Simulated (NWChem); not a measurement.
# Run report: KF, energy and gradient calculation

- system: KF
- method: M06-2X/def2-TZVPP, RKS (NWChem 7.3.0)

The geometry comes from this level: PBE0-D4/def2-TZVP.

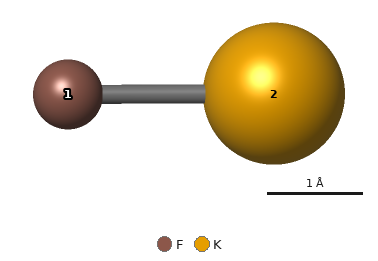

Fig. 1: The structure (ball-and-stick view, seen on its broad side; atoms are numbered from 1 in the order of the input). Sticks mark near contacts.

Key numbers:

```json
{"quantity": "outcome", "value": "converged"}
{"quantity": "total energy", "value": "−699.813154 hartree"}
{"quantity": "basis functions", "value": "64"}
{"quantity": "largest force", "value": "0.084 eV/Å"}
{"quantity": "HOMO", "value": "−8.27 eV"}
{"quantity": "LUMO", "value": "−1.13 eV"}
{"quantity": "dipole moment", "value": "8.75 D"}
{"quantity": "hardware", "value": "1 thread of Intel Xeon (Sapphire Rapids), 16 GiB of memory available, shared host"}
{"quantity": "wall time", "value": "18 s"}
{"quantity": "peak memory", "value": "0.12 GiB"}
```

The input:
```python
from ase.io import read
from ase.calculators.nwchem import NWChem

system = read('fk.xyz')

calc = NWChem(
    label='fk',
    theory='dft',
    memory='2200 mb',
    basis='def2-TZVPP',
    basispar='spherical bse',
    dft={'xc': 'm06-2x', 'mult': '1', 'grid': 'xfine', 'convergence': 'energy 1e-08', 'iterations': '100', 'mulliken': None},
)
system.calc = calc

forces = system.get_forces()
print("Total energy (eV):", round(system.get_potential_energy(), 6))
print("forces (eV/A):")
for s, f in zip(system.symbols, forces):
    print(f"{s:2s} {f[0]:10.5f} {f[1]:10.5f} {f[2]:10.5f}")
print("dipole (e A):", system.get_dipole_moment().round(4))
```

File fk.xyz:
```
2

F      0.946100    -0.362400     0.470400
K     -0.916600     0.302200    -0.466300
```

File fk.nwi:
```
title "fk"

permanent_dir fk

scratch_dir fk

start fk

geometry units angstrom nocenter noautosym noautoz
  F  9.4610000000000005e-01 -3.6240000000000000e-01 4.7039999999999998e-01
  K  -9.1659999999999997e-01 3.0220000000000002e-01 -4.6629999999999999e-01
end

memory 2200 mb

basis spherical bse noprint
   * library def2-TZVPP
end

dft
  xc m06-2x
  mult 1
  grid xfine
  convergence energy 1e-08
  iterations 100
  mulliken
end

task dft gradient
```

Launch command:
```bash
export ASE_NWCHEM_COMMAND="nwchem PREFIX.nwi > PREFIX.nwo"
python run.py
```

What the program printed:
```
Total energy (eV): -19042.885872
forces (eV/A):
F     0.07132   -0.02545    0.03589
K    -0.07132    0.02545   -0.03589
dipole (e A): [-1.5504  0.5532 -0.7796]
```

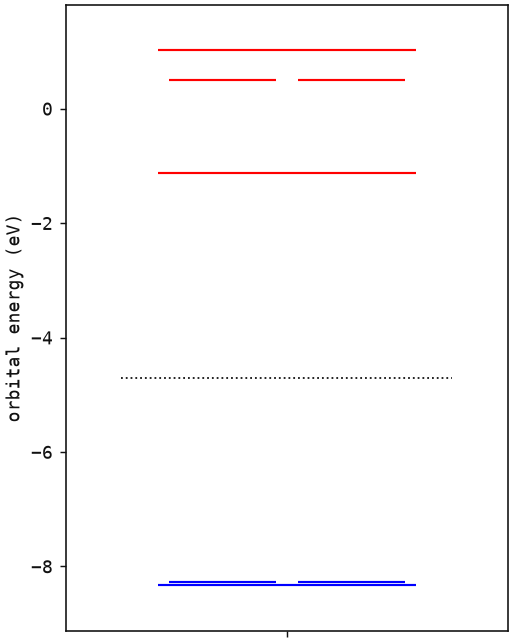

Fig. 2: Orbital energies near the frontier; the dotted line parts filled from empty levels, and levels within 0.02 eV of each other stand side by side. Highest filled −8.27 eV, lowest empty −1.13 eV, 7.14 eV apart.

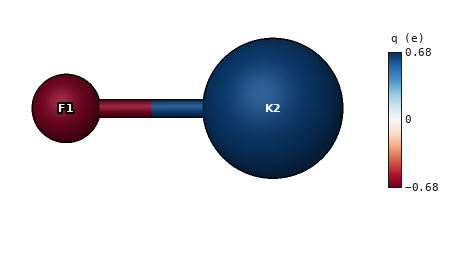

Fig. 3: Löwdin charges, as the colour of each atom (ball-and-stick view, seen on its broad side; atoms are numbered from 1 in the order of the input). By element: F −0.65 and K +0.65 e.
